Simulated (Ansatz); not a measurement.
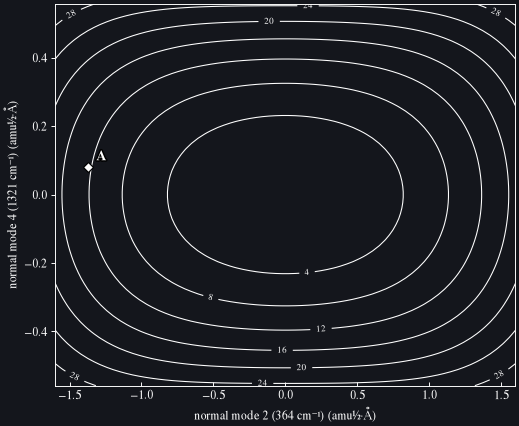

BS2, SMILES S=B[S-], charge −1. Coordinates scanned: (1) normal mode 2 (364 cm⁻¹); (2) normal mode 4 (1321 cm⁻¹). Nothing is relaxed (straight displacements along the two mass-weighted modes). Grid: 15 × 15 points; 64 points were computed and 161 follow by symmetry. Points are written as (first, second). All energies are given in kcal/mol relative to the lowest grid point. Level of theory: RKS B3LYP-D4/def2-TZVPD (Ansatz 0.2.0).

The picture shows contour lines labelled in kcal/mol, the point A. Between grid points the surface is interpolated.

> Is A at rest? If not, where is it pushed?

A, at (−1.371 amu½·Å, 0.080 amu½·Å), is not a stationary point. The computed force is 19 kcal/mol for each amu½·Å towards larger values of normal mode 2 (364 cm⁻¹) and 7.9 kcal/mol for each amu½·Å towards smaller values of normal mode 4 (1321 cm⁻¹).
